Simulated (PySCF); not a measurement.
# C₂H₈N₂Si: NMR shifts at several levels of theory, part 2 of 2

PySCF 2.14.0. Atoms count from 0. Earlier steps stand in the parts before.

### Step 8. Nuclear shieldings: CAM-B3LYP/pcSseg-2

What the job is given:

```
{"job": {"kind": "nmr", "xc": "CAM-B3LYP", "basis": "pcSseg-2", "pop": false}, "charge": 0, "multiplicity": 1}
C      1.717036     0.252090     1.174670
C      1.338735    -0.274624     0.003196
Si    -0.451869    -0.428352    -0.533965
N     -1.375656    -0.349180     0.926679
N     -1.067744     0.811046    -1.571872
H      2.769886     0.356401     1.462371
H      0.976080     0.607911     1.900114
H      2.127164    -0.606790    -0.686889
H     -0.571747    -1.669936    -1.369857
H     -1.104491    -0.907928     1.727731
H     -2.384663    -0.279613     0.853564
H     -1.020532     0.683595    -2.575608
H     -0.947596     1.786024    -1.319967
```

Level: GIAO CAM-B3LYP/pcSseg-2 NMR shielding, non-relativistic, gas phase.

Log:

```text
coarse grid: 10880 points
cycle   1  E = -479.9939927986  dE =  3.333e-01  |g| = 5.839e-01  |ddm| = 2.478e+00
cycle   2  E = -479.9874411611  dE =  6.552e-03  |g| = 6.329e-01  |ddm| = 7.945e-01
cycle   3  E = -480.0686982492  dE = -8.126e-02  |g| = 4.733e-02  |ddm| = 3.913e-01
cycle   4  E = -480.0691298119  dE = -4.316e-04  |g| = 2.289e-02  |ddm| = 4.955e-02
cycle   5  E = -480.0692565292  dE = -1.267e-04  |g| = 3.717e-03  |ddm| = 1.923e-02
cycle   6  E = -480.0692601911  dE = -3.662e-06  |g| = 7.542e-04  |ddm| = 4.439e-03
final grid: 99304 points
cycle   7  E = -480.0809297261  dE = -4.212e-05  |g| = 4.564e-03  |ddm| = 2.151e-02
cycle   8  E = -480.0809294941  dE =  2.320e-07  |g| = 4.767e-03  |ddm| = 6.085e-03
cycle   9  E = -480.0809341172  dE = -4.623e-06  |g| = 4.085e-04  |ddm| = 2.752e-03
cycle  10  E = -480.0809341453  dE = -2.803e-08  |g| = 1.845e-04  |ddm| = 4.299e-04
cycle  11  E = -480.0809341536  dE = -8.287e-09  |g| = 3.439e-05  |ddm| = 1.491e-04
cycle  12  E = -480.0809341539  dE = -3.000e-10  |g| = 7.216e-06  |ddm| = 4.221e-05
converged SCF energy = -480.0809341539

GIAO shielding tensors (ppm)
atom      isotropic    diamagn.    paramagn.     s11        s22        s33       span
  0 C       36.135     250.999    -214.864   -100.663     41.791    167.277    267.940
  1 C       26.184     256.303    -230.119   -105.518     19.879    164.192    269.709
  2 Si     364.999     875.551    -510.552    333.318    358.333    403.348     70.030
  3 N      240.775     315.302     -74.526    202.869    248.801    270.656     67.788
  4 N      236.337     318.223     -81.886    208.135    239.670    261.205     53.070
  5 H       25.038      29.685      -4.648     22.183     24.570     28.360      6.177
  6 H       24.850      32.282      -7.432     21.254     23.792     29.505      8.251
  7 H       24.933      31.346      -6.413     22.121     25.472     27.206      5.084
  8 H       26.403      29.528      -3.125     23.640     24.235     31.336      7.696
  9 H       31.078      32.332      -1.253     24.309     27.260     41.665     17.356
 10 H       30.913      30.909       0.004     24.350     27.327     41.061     16.711
 11 H       30.685      31.239      -0.554     24.512     26.107     41.436     16.923
 12 H       31.005      32.225      -1.220     24.789     27.430     40.797     16.009
```

Run time: 1.7 min. Hardware: 1 thread of Arm Neoverse N1, shared host; peak memory 1.4 GiB.

In short: δ C1 156.4, C0 146.4, Si2 -36.0, N3 23.3, H6 6.49, H7 6.40 ppm (means over like atoms).

### Step 9. Shielding tensors: wB97X-D/pcSseg-2

Same as in step 8 but for these lines:

```diff
@@ -1,2 +1,2 @@
-{"job": {"kind": "nmr", "xc": "CAM-B3LYP", "basis": "pcSseg-2", "pop": false}, "charge": 0, "multiplicity": 1}
+{"job": {"kind": "nmr", "xc": "wB97X-D", "basis": "pcSseg-2", "pop": false}, "charge": 0, "multiplicity": 1}
 C      1.717036     0.252090     1.174670
```

Level: GIAO wB97X-D/pcSseg-2 NMR shielding, non-relativistic, gas phase.

Log:

```text
coarse grid: 10880 points
cycle   1  E = -480.0142263644  dE =  3.371e-01  |g| = 5.551e-01  |ddm| = 2.481e+00
cycle   2  E = -480.0296394573  dE = -1.541e-02  |g| = 5.266e-01  |ddm| = 6.529e-01
cycle   3  E = -480.0845579089  dE = -5.492e-02  |g| = 4.097e-02  |ddm| = 2.872e-01
cycle   4  E = -480.0849987754  dE = -4.409e-04  |g| = 1.920e-02  |ddm| = 5.336e-02
cycle   5  E = -480.0850948370  dE = -9.606e-05  |g| = 3.841e-03  |ddm| = 1.979e-02
cycle   6  E = -480.0850999582  dE = -5.121e-06  |g| = 1.055e-03  |ddm| = 6.549e-03
final grid: 99304 points
cycle   7  E = -480.0977317692  dE = -1.706e-04  |g| = 9.311e-03  |ddm| = 3.901e-02
cycle   8  E = -480.0977330402  dE = -1.271e-06  |g| = 9.487e-03  |ddm| = 1.021e-02
cycle   9  E = -480.0977498252  dE = -1.678e-05  |g| = 5.000e-04  |ddm| = 4.507e-03
cycle  10  E = -480.0977498947  dE = -6.948e-08  |g| = 3.065e-04  |ddm| = 8.732e-04
cycle  11  E = -480.0977499201  dE = -2.542e-08  |g| = 5.034e-05  |ddm| = 3.041e-04
cycle  12  E = -480.0977499217  dE = -1.637e-09  |g| = 2.421e-05  |ddm| = 1.394e-04
cycle  13  E = -480.0977499220  dE = -2.383e-10  |g| = 9.393e-06  |ddm| = 5.192e-05
converged SCF energy = -480.0977499220

GIAO shielding tensors (ppm)
atom      isotropic    diamagn.    paramagn.     s11        s22        s33       span
  0 C       38.399     252.719    -214.321    -96.727     43.509    168.414    265.140
  1 C       30.798     257.780    -226.983    -98.198     23.583    167.008    265.206
  2 Si     374.595     876.522    -501.926    342.793    368.069    412.924     70.131
  3 N      242.020     316.786     -74.767    204.806    249.922    271.332     66.526
  4 N      237.338     319.137     -81.798    210.100    241.471    260.445     50.345
  5 H       25.014      29.358      -4.344     22.111     24.606     28.325      6.215
  6 H       24.835      32.517      -7.682     21.170     23.814     29.521      8.352
  7 H       24.932      31.266      -6.334     22.188     25.454     27.154      4.965
  8 H       26.394      29.791      -3.397     23.625     24.206     31.350      7.725
  9 H       31.096      32.356      -1.260     24.305     27.229     41.753     17.448
 10 H       30.932      30.869       0.063     24.303     27.313     41.181     16.878
 11 H       30.720      31.069      -0.349     24.507     26.119     41.534     17.026
 12 H       31.003      32.168      -1.166     24.736     27.425     40.846     16.110
```

Wall time 98 s (1 thread of Arm Neoverse N1, shared host); peak memory 1.3 GiB.

This run: δ C1 153.6, C0 146.0, Si2 -33.9, N3 20.4, H6 6.52, H7 6.42 ppm (means over like atoms).

### Step 10. Nuclear shieldings: LC-wPBE/pcSseg-2

Same as in step 9 but for these lines:

```diff
@@ -1,2 +1,2 @@
-{"job": {"kind": "nmr", "xc": "wB97X-D", "basis": "pcSseg-2", "pop": false}, "charge": 0, "multiplicity": 1}
+{"job": {"kind": "nmr", "xc": "LC-wPBE", "basis": "pcSseg-2", "pop": false}, "charge": 0, "multiplicity": 1}
 C      1.717036     0.252090     1.174670
```

Method: GIAO LC-wPBE/pcSseg-2 NMR shielding, non-relativistic, gas phase.

Log:

```text
coarse grid: 10880 points
cycle   1  E = -479.8814825605  dE =  3.688e-01  |g| = 5.196e-01  |ddm| = 2.473e+00
cycle   2  E = -479.9096050420  dE = -2.812e-02  |g| = 4.253e-01  |ddm| = 5.745e-01
cycle   3  E = -479.9436008480  dE = -3.400e-02  |g| = 4.574e-02  |ddm| = 2.248e-01
cycle   4  E = -479.9442219810  dE = -6.211e-04  |g| = 1.521e-02  |ddm| = 5.759e-02
cycle   5  E = -479.9442833439  dE = -6.136e-05  |g| = 3.715e-03  |ddm| = 1.806e-02
cycle   6  E = -479.9442879278  dE = -4.584e-06  |g| = 1.119e-03  |ddm| = 5.493e-03
final grid: 99304 points
cycle   7  E = -479.9556818145  dE = -1.110e-04  |g| = 8.257e-03  |ddm| = 2.999e-02
cycle   8  E = -479.9556870971  dE = -5.283e-06  |g| = 6.849e-03  |ddm| = 7.337e-03
cycle   9  E = -479.9556936030  dE = -6.506e-06  |g| = 5.843e-04  |ddm| = 3.276e-03
cycle  10  E = -479.9556936685  dE = -6.553e-08  |g| = 2.506e-04  |ddm| = 6.094e-04
cycle  11  E = -479.9556936866  dE = -1.812e-08  |g| = 4.610e-05  |ddm| = 2.461e-04
cycle  12  E = -479.9556936879  dE = -1.269e-09  |g| = 2.052e-05  |ddm| = 9.334e-05
cycle  13  E = -479.9556936881  dE = -2.110e-10  |g| = 6.642e-06  |ddm| = 4.486e-05
converged SCF energy = -479.9556936881

GIAO shielding tensors (ppm)
atom      isotropic    diamagn.    paramagn.     s11        s22        s33       span
  0 C       36.573     251.816    -215.242   -106.311     42.357    173.673    279.984
  1 C       30.772     257.104    -226.332   -103.910     23.318    172.909    276.819
  2 Si     375.062     875.977    -500.915    342.945    367.126    415.116     72.170
  3 N      246.420     316.433     -70.013    210.069    253.922    275.269     65.200
  4 N      242.553     319.131     -76.578    215.708    247.957    263.993     48.285
  5 H       24.845      29.435      -4.591     21.811     24.483     28.241      6.430
  6 H       24.697      32.262      -7.565     20.850     23.699     29.542      8.692
  7 H       24.783      31.140      -6.357     22.001     25.246     27.103      5.101
  8 H       26.446      29.738      -3.293     23.690     24.245     31.403      7.713
  9 H       31.094      32.254      -1.160     24.205     27.095     41.982     17.777
 10 H       30.890      30.877       0.013     24.118     27.176     41.376     17.258
 11 H       30.719      31.171      -0.452     24.339     26.006     41.813     17.474
 12 H       30.979      32.086      -1.107     24.569     27.319     41.049     16.480
```

Run time: 1.8 min. Hardware: 1 thread of Arm Neoverse N1, shared host; peak memory 1.2 GiB.

In short: δ C1 157.5, C0 151.7, Si2 -28.4, N3 19.6, H6 6.62, H7 6.53 ppm (means over like atoms).

### Step 11. Nuclear shieldings: PBE0/STO-3G

Same as in step 10 but for these lines:

```diff
@@ -1,2 +1,2 @@
-{"job": {"kind": "nmr", "xc": "LC-wPBE", "basis": "pcSseg-2", "pop": false}, "charge": 0, "multiplicity": 1}
+{"job": {"kind": "nmr", "xc": "PBE0", "basis": "STO-3G", "pop": true}, "charge": 0, "multiplicity": 1}
 C      1.717036     0.252090     1.174670
```

Level: GIAO PBE0/STO-3G NMR shielding, non-relativistic, gas phase.

Log:

```text
coarse grid: 10880 points
cycle   1  E = -473.8371950341  dE =  4.130e-01  |g| = 5.965e-01  |ddm| = 4.416e+00
cycle   2  E = -473.8647472794  dE = -2.755e-02  |g| = 5.289e-01  |ddm| = 1.514e+00
cycle   3  E = -473.9502912139  dE = -8.554e-02  |g| = 6.138e-02  |ddm| = 7.741e-01
cycle   4  E = -473.9511626889  dE = -8.715e-04  |g| = 3.276e-02  |ddm| = 1.049e-01
cycle   5  E = -473.9514822734  dE = -3.196e-04  |g| = 5.155e-03  |ddm| = 4.366e-02
cycle   6  E = -473.9514911894  dE = -8.916e-06  |g| = 6.064e-04  |ddm| = 8.491e-03
final grid: 99304 points
cycle   7  E = -473.9267848124  dE = -9.196e-06  |g| = 4.035e-03  |ddm| = 1.424e-02
cycle   8  E = -473.9267866579  dE = -1.845e-06  |g| = 3.281e-03  |ddm| = 1.013e-02
cycle   9  E = -473.9267899883  dE = -3.330e-06  |g| = 2.162e-04  |ddm| = 4.654e-03
cycle  10  E = -473.9267900019  dE = -1.355e-08  |g| = 9.911e-05  |ddm| = 4.121e-04
cycle  11  E = -473.9267900046  dE = -2.743e-09  |g| = 2.581e-05  |ddm| = 1.374e-04
cycle  12  E = -473.9267900048  dE = -2.142e-10  |g| = 3.250e-06  |ddm| = 3.728e-05
converged SCF energy = -473.9267900048

GIAO shielding tensors (ppm)
atom      isotropic    diamagn.    paramagn.     s11        s22        s33       span
  0 C      119.865     253.843    -133.979     19.092    128.880    211.622    192.530
  1 C      119.906     254.724    -134.817     21.429    110.209    228.081    206.652
  2 Si     540.555     868.043    -327.488    496.531    533.619    591.514     94.983
  3 N      332.494     313.570      18.924    291.841    303.806    401.836    109.996
  4 N      329.643     312.263      17.380    294.473    305.454    389.003     94.530
  5 H       26.845      29.788      -2.943     23.898     25.931     30.706      6.808
  6 H       26.720      32.718      -5.998     23.356     24.940     31.865      8.508
  7 H       26.842      31.137      -4.295     25.482     26.479     28.565      3.084
  8 H       30.130      31.772      -1.643     26.387     26.969     37.033     10.646
  9 H       34.019      32.007       2.012     24.346     31.020     46.691     22.346
 10 H       33.942      30.980       2.962     23.878     30.954     46.993     23.115
 11 H       33.995      30.796       3.199     24.642     30.118     47.224     22.582
 12 H       34.021      31.303       2.719     24.474     31.121     46.469     21.995
```

It took 5.3 s on 1 thread of Arm Neoverse N1, shared host; peak memory 0.57 GiB.

In short: δ C0 114.8, C1 114.8, Si2 -23.0, N3 -36.4, H6 5.88, H7 5.76 ppm (means over like atoms).

### Step 12. Shielding tensors: PBE0/6-31G

Same as in step 11 but for these lines:

```diff
@@ -1,2 +1,2 @@
-{"job": {"kind": "nmr", "xc": "PBE0", "basis": "STO-3G", "pop": true}, "charge": 0, "multiplicity": 1}
+{"job": {"kind": "nmr", "xc": "PBE0", "basis": "6-31G", "pop": true}, "charge": 0, "multiplicity": 1}
 C      1.717036     0.252090     1.174670
```

Method: GIAO PBE0/6-31G NMR shielding, non-relativistic, gas phase.

Log:

```text
coarse grid: 10880 points
cycle   1  E = -479.5615197087  dE =  4.186e-01  |g| = 5.835e-01  |ddm| = 3.223e+00
cycle   2  E = -479.5136173495  dE =  4.790e-02  |g| = 7.422e-01  |ddm| = 1.238e+00
cycle   3  E = -479.6408497523  dE = -1.272e-01  |g| = 5.908e-02  |ddm| = 7.402e-01
cycle   4  E = -479.6417052360  dE = -8.555e-04  |g| = 1.967e-02  |ddm| = 8.478e-02
cycle   5  E = -479.6418154679  dE = -1.102e-04  |g| = 2.031e-03  |ddm| = 2.306e-02
cycle   6  E = -479.6418161813  dE = -7.134e-07  |g| = 1.736e-03  |ddm| = 4.571e-03
final grid: 99304 points
cycle   7  E = -479.5886163486  dE = -9.649e-06  |g| = 9.184e-03  |ddm| = 1.641e-02
cycle   8  E = -479.5885995989  dE =  1.675e-05  |g| = 1.254e-02  |ddm| = 1.925e-02
cycle   9  E = -479.5886363182  dE = -3.672e-05  |g| = 1.347e-03  |ddm| = 1.147e-02
cycle  10  E = -479.5886368198  dE = -5.015e-07  |g| = 2.051e-04  |ddm| = 1.441e-03
cycle  11  E = -479.5886368291  dE = -9.330e-09  |g| = 1.015e-04  |ddm| = 2.702e-04
cycle  12  E = -479.5886368317  dE = -2.622e-09  |g| = 1.331e-05  |ddm| = 1.058e-04
cycle  13  E = -479.5886368318  dE = -6.889e-11  |g| = 2.327e-06  |ddm| = 3.075e-05
converged SCF energy = -479.5886368318

GIAO shielding tensors (ppm)
atom      isotropic    diamagn.    paramagn.     s11        s22        s33       span
  0 C       67.427     256.151    -188.723    -48.985     67.900    183.367    232.352
  1 C       64.825     260.155    -195.330    -44.638     58.524    180.588    225.226
  2 Si     455.507     880.089    -424.582    428.087    447.817    490.616     62.529
  3 N      260.552     323.436     -62.884    219.287    264.680    297.689     78.402
  4 N      254.578     325.156     -70.579    225.274    261.049    277.410     52.136
  5 H       26.065      29.249      -3.184     23.310     25.874     29.012      5.702
  6 H       25.667      31.856      -6.189     22.362     24.189     30.451      8.089
  7 H       26.255      30.700      -4.445     25.226     25.963     27.574      2.348
  8 H       27.478      29.901      -2.423     23.859     24.546     34.030     10.170
  9 H       33.386      31.865       1.520     25.148     29.333     45.677     20.529
 10 H       33.176      31.022       2.154     25.092     29.086     45.351     20.259
 11 H       32.821      31.005       1.816     25.292     28.088     45.084     19.792
 12 H       32.963      31.338       1.625     25.136     29.071     44.681     19.545
```

Run time: 10 s. Hardware: 1 thread of Arm Neoverse N1, shared host; peak memory 0.57 GiB.

In short: δ C1 134.7, C0 132.1, Si2 -10.8, N3 3.1, H6 6.94, H5 6.55 ppm (means over like atoms).

### Step 13. Comparing the runs: NMR shifts

Shifts (ppm) of some atoms, chosen among heavy atoms and hydrogens apart, means over like atoms, with basis size and wall time:

```
               run     C1     C0    H6    H8     H9    Si2     N3  functions     time
     PBE0/pcSseg-2  152.9  144.6  6.53  5.07   0.39  -33.6   22.3        299     74 s
 mPW1PW91/pcSseg-2  152.6  144.6  6.50  5.03   0.39  -34.1   21.6        299     74 s
     WP04/pcSseg-2  149.0  142.2  6.10  4.35   0.40  -43.6   14.9        299     79 s
    B97-2/pcSseg-2  148.8  141.0  6.45  4.97   0.37  -35.1   20.3        299     78 s
BHandHLYP/pcSseg-2  153.0  144.9  6.42  4.74   0.47  -36.8   19.6        299     74 s
CAM-B3LYP/pcSseg-2  156.4  146.4  6.49  4.93   0.42  -36.0   23.3        299  1.7 min
  wB97X-D/pcSseg-2  153.6  146.0  6.52  4.96   0.42  -33.9   20.4        299     98 s
  LC-wPBE/pcSseg-2  157.5  151.7  6.62  4.87   0.40  -28.4   19.6        299  1.8 min
       PBE0/STO-3G  114.8  114.8  5.88  2.48  -1.39  -23.0  -36.4         37    5.3 s
        PBE0/6-31G  134.7  132.1  6.94  5.13  -0.47  -10.8    3.1         65     10 s
```

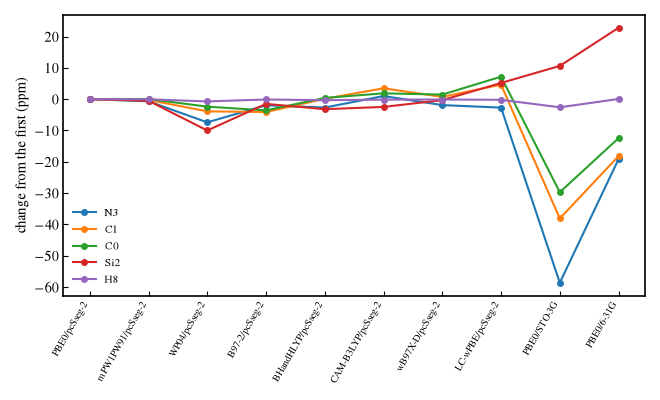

How five of the tabulated atoms move from run to run.

### Step 14. What came out

What follows sums up all 2 parts.

```
                                                               quantity                                             value
                                                            point group                                                C1
                                   rotational constants (main isotopes)                              5.68, 2.89, 2.29 GHz
                                 ¹³C shifts against TMS (PBE0/pcSseg-2)                                  152.9, 144.6 ppm
 ¹H shifts against TMS (PBE0/pcSseg-2, means over atoms taken as alike)                  6.53, 6.47, 6.35, 5.07, 0.39 ppm
                                ²⁹Si shifts against TMS (PBE0/pcSseg-2)                                         -33.6 ppm
¹⁵N shifts against NH3 (PBE0/pcSseg-2, means over atoms taken as alike)                                          22.3 ppm
                                               range of the shift of N3                                 -36.4 to 23.3 ppm
                                          property runs in this session  10, of which 0 failed and 1 gave unsound results
```

In words: Single values in the summary come from the first run of each kind that ended normally (PBE0/pcSseg-2), which need not be the best level. Relaxing lowered the energy by 0.183 eV in 11 steps; the close pair that moved most is Si2–H8, from 1.449 to 1.502 Å. The most deshielded carbon is C1 (alkene CH), at 152.9 ppm: the olefinic region. Across the 10 runs the shift of N3 (with its like atoms) moves most, between -36.4 (PBE0/STO-3G) and 23.3 ppm (CAM-B3LYP/pcSseg-2). A minimal basis is unusable for shieldings, so that end is no result.
